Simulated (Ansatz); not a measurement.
# CH6BNO2 (SMILES COB(N)O): levels of theory compared

We compute a comparison of 6 runs (HF/STO-3G, B2PLYP/6-31G*, BHLYP/6-31G*, HSE06/6-31G*, SVWN5/6-31G*, B3LYP/6-31G*) of CH6BNO2. 

The results are computed with Ansatz 0.2.0.

131 further runs of the same task are left out: 1 that didn't finish, 130 set aside as unsound or not needed.

**1. The structure to begin with**

CH6BNO2 has 11 atoms, charge 0, and is taken as a singlet. As SMILES, `COB(N)O`. The B3–N4 distance was set to 2.537 Å, away from the relaxed value. At this shape a bond of the SMILES string is far longer than usual.

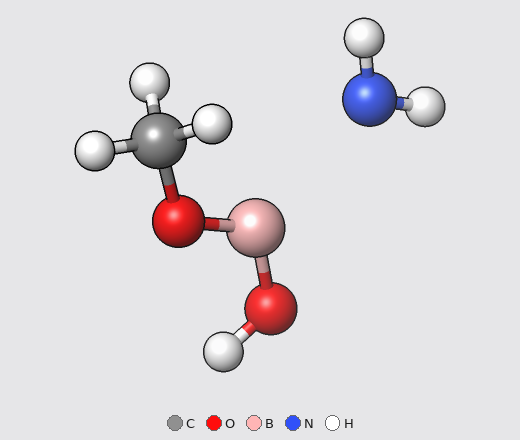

The structure, seen from a chosen angle (carbon grey, oxygen red, boron pink, nitrogen blue, hydrogen white).

**2. The energy at HF/STO-3G (run 1)**

job.yaml

```yaml
crystal:
  periodic: [false, false, false]
  atoms:
    - {symbol: C, position_ang: [-0.022358, 0.791759, 1.981960]}
    - {symbol: O, position_ang: [-1.182558, 0.042659, 1.730760]}
    - {symbol: B, position_ang: [-1.379858, -0.566541, 0.513860]}
    - {symbol: "N", position_ang: [0.275800, -0.431900, -1.403700]}
    - {symbol: O, position_ang: [-2.536858, -1.282941, 0.337460]}
    - {symbol: H, position_ang: [0.065442, 1.641959, 1.295360]}
    - {symbol: H, position_ang: [-0.081458, 1.178759, 2.999860]}
    - {symbol: H, position_ang: [0.881042, 0.176159, 1.899860]}
    - {symbol: H, position_ang: [1.144100, 0.066300, -1.366900]}
    - {symbol: H, position_ang: [0.095200, -0.890900, -2.277500]}
    - {symbol: H, position_ang: [-3.079958, -1.260941, 1.127660]}
basis:
  gaussian:
    orbitals: STO-3G
total_charge: 0
hamiltonian:
  xc: hf
output: {orbitals: {seedname: orbitals}}
accuracy: high
```

On the command line:

```bash
$ ansatz run job.yaml --threads 1 --pin off --max-ram 3480MiB --events-out events.jsonl --progress --plain --runs-dir runs
```

The log of the run:

```text
Warning: RAYON_NUM_THREADS=1 ignored (pool sized by the plan → 1); use --threads N
Functional definition: HF
  name "HF"
  exchange = exact_x
  correlation = 0
611 factors; integrals over basis functions are off by at most 6.3e-9 eV
mean field evaluation 1: about -7246.6420 eV, gradient 3.6e1 eV
mean field evaluation 2: about -7246.8163 eV, gradient 3.6e1 eV
mean field evaluation 4: about -7252.5999 eV, gradient 3.0e0 eV
mean field evaluation 8: about -7252.6543 eV, gradient 1.3e-1 eV
mean field -7252.65434318 eV, -266.5301310864 hartree, gradient 3.0e-8 eV, S^2 0.000000; 0 other end points of the search recorded, 0 dependent functions left out
reference -7252.65434318 eV, -266.5301310864 hartree; 20, 20 occupied and 11, 11 virtual orbitals, 611 factors
Total energy: -7252.65434318 eV, -266.5301310864 hartree
```

It took 0.3 s on 1 thread of Arm Neoverse V1, shared host.

**3. A single-point energy at B2PLYP/6-31G(d) (spherical functions) (run 2)**

molecule.yaml

```yaml
crystal:
  periodic: [false, false, false]
  atoms:
    - {symbol: C, position_ang: [-0.022358, 0.791759, 1.981960]}
    - {symbol: O, position_ang: [-1.182558, 0.042659, 1.730760]}
    - {symbol: B, position_ang: [-1.379858, -0.566541, 0.513860]}
    - {symbol: "N", position_ang: [0.275800, -0.431900, -1.403700]}
    - {symbol: O, position_ang: [-2.536858, -1.282941, 0.337460]}
    - {symbol: H, position_ang: [0.065442, 1.641959, 1.295360]}
    - {symbol: H, position_ang: [-0.081458, 1.178759, 2.999860]}
    - {symbol: H, position_ang: [0.881042, 0.176159, 1.899860]}
    - {symbol: H, position_ang: [1.144100, 0.066300, -1.366900]}
    - {symbol: H, position_ang: [0.095200, -0.890900, -2.277500]}
    - {symbol: H, position_ang: [-3.079958, -1.260941, 1.127660]}
basis:
  gaussian: {orbitals: 6-31G_st_-spherical.json}
hamiltonian: {xc: {name: B2PLYP}}
accuracy: high
output: {orbitals: {seedname: orbitals}}
correlation: {frozen_orbitals: {B: 1, C: 1, H: 0, "N": 1, O: 1}}
total_charge: 0
```

The basis set 6-31G* is read from a file made from the Basis Set Exchange's data (not shown).

On the command line:

```bash
$ ansatz run molecule.yaml --threads 1 --pin off --max-ram 3480MiB --events-out events.jsonl --progress --plain --runs-dir runs
```

The log of the run, shortened:

```text
Warning: RAYON_NUM_THREADS=1 ignored (pool sized by the plan → 1); use --threads N
Functional definition: B2PLYP
  name "B2PLYP"
[...]
1946 factors; integrals over basis functions are off by at most 3.4e-9 eV
[...]
mean field -7378.77540338 eV, -271.1649945606 hartree, gradient 2.3e-8 eV, S^2 0.000000; 0 other end points of the search recorded, 0 dependent functions left out; unrestricted orbitals would lower it
5 core orbitals not correlated: weight in the atoms' cores, before any rotation towards them, 1.000 or more for the frozen orbitals, at most 0.000 for the correlated occupied ones
reference -7378.77542714 eV, -271.1649954337 hartree; 15, 15 occupied and 62, 62 virtual orbitals, 1946 factors
second order -24.66333809 eV of doubles, -0.00000000 eV of singles
Total energy: -7385.43452842 eV, -271.4097128923 hartree
```

Wall time 11 s (1 thread of Arm Neoverse V1, shared host); peak memory 0.32 GiB.

Runs 3 to 5 aren't shown in full; the table further down has their settings and results.

**4. A single-point energy at B3LYP/6-31G(d) (Cartesian functions) (run 6)**

run.yaml

```yaml
crystal:
  periodic: [false, false, false]
  atoms:
    - {symbol: C, position_ang: [-0.022358, 0.791759, 1.981960]}
    - {symbol: O, position_ang: [-1.182558, 0.042659, 1.730760]}
    - {symbol: B, position_ang: [-1.379858, -0.566541, 0.513860]}
    - {symbol: N, position_ang: [0.275800, -0.431900, -1.403700]}
    - {symbol: O, position_ang: [-2.536858, -1.282941, 0.337460]}
    - {symbol: H, position_ang: [0.065442, 1.641959, 1.295360]}
    - {symbol: H, position_ang: [-0.081458, 1.178759, 2.999860]}
    - {symbol: H, position_ang: [0.881042, 0.176159, 1.899860]}
    - {symbol: H, position_ang: [1.144100, 0.066300, -1.366900]}
    - {symbol: H, position_ang: [0.095200, -0.890900, -2.277500]}
    - {symbol: H, position_ang: [-3.079958, -1.260941, 1.127660]}
basis:
  gaussian:
    orbitals: "6-31G*"
hamiltonian:
  xc: {name: B3LYP}
accuracy: high
output:
  orbitals: {seedname: orbitals}
```

On the command line:

```bash
$ ansatz run run.yaml --threads 1 --pin off --max-ram 3480MiB --events-out events.jsonl --progress --plain --runs-dir runs
```

The log of the run:

```text
Warning: RAYON_NUM_THREADS=1 ignored (pool sized by the plan → 1); use --threads N
Functional definition: B3LYP
  name "B3LYP"
  parameter a0 = 0.2
  parameter ax = 0.72
  parameter ac = 0.81
  exchange = (1 - a0 - ax)*slater_x + ax*b88_x + a0*exact_x
  correlation = (1 - ac)*vwn_rpa_c + ac*lyp_c
1971 factors; integrals over basis functions are off by at most 3.3e-9 eV
mean field evaluation 1: about -7378.1574 eV, gradient 8.5e1 eV
mean field evaluation 2: about -7281.9376 eV, gradient 1.5e2 eV
mean field evaluation 4: about -7391.9824 eV, gradient 1.7e1 eV
mean field evaluation 8: about -7393.1743 eV, gradient 3.5e-1 eV
mean field evaluation 16: about -7393.3362 eV, gradient 1.1e-3 eV
mean field -7393.33618464 eV, -271.7000934022 hartree, gradient 4.6e-8 eV, S^2 0.000000; 0 other end points of the search recorded, 0 dependent functions left out
reference -7393.33622182 eV, -271.7000947688 hartree; 20, 20 occupied and 67, 67 virtual orbitals, 1971 factors
Total energy: -7393.33622182 eV, -271.7000947688 hartree
```

It took 7.5 s on 1 thread of Arm Neoverse V1, shared host; peak memory 0.28 GiB.

**5. Overview of the runs**

```
run                                level  frozen core orbitals  Cartesian functions  energy (Eh)  HOMO energy (eV)  LUMO energy (eV)  HOMO–LUMO gap (eV)  wall time
  1                            HF/STO-3G                     –                   no  -266.530131             -5.79              4.98               10.77      0.3 s
  2  B2PLYP/6-31G* (spherical functions)                     5                   no  -271.409713             -6.11             -0.19                5.92       11 s
  3   BHLYP/6-31G* (spherical functions)                     –                   no  -271.532675             -6.14             -0.53                5.61      8.1 s
  4   HSE06/6-31G* (spherical functions)                     –                   no  -271.361572             -4.27             -1.93                2.34      8.1 s
  5   SVWN5/6-31G* (spherical functions)                     –                   no  -269.491373             -3.25             -2.51                0.74      4.2 s
  6   B3LYP/6-31G* (Cartesian functions)                     –                  yes  -271.700095             -4.39             -1.78                2.61      7.5 s
```

**6. Outcome**

```
            quantity          value
 run 6: total energy  -271.70009 Eh
  run 6: HOMO energy       -4.39 eV
  run 6: LUMO energy       -1.78 eV
run 6: HOMO–LUMO gap        2.61 eV
```

What this shows: The HOMO–LUMO gap runs from 0.74 eV (SVWN5/6-31G*) to 10.77 eV (HF/STO-3G). The two ends differ in method and basis. Totals of different functionals can't be ranked against each other. In run 2 the log says that unrestricted orbitals would lower the reference, so the values rest on an unstable closed-shell determinant (other closed-shell runs at this shape may share the fault). In run 1 the basis is minimal, so the values are rough. All runs together took 39 s, the longest 11 s.
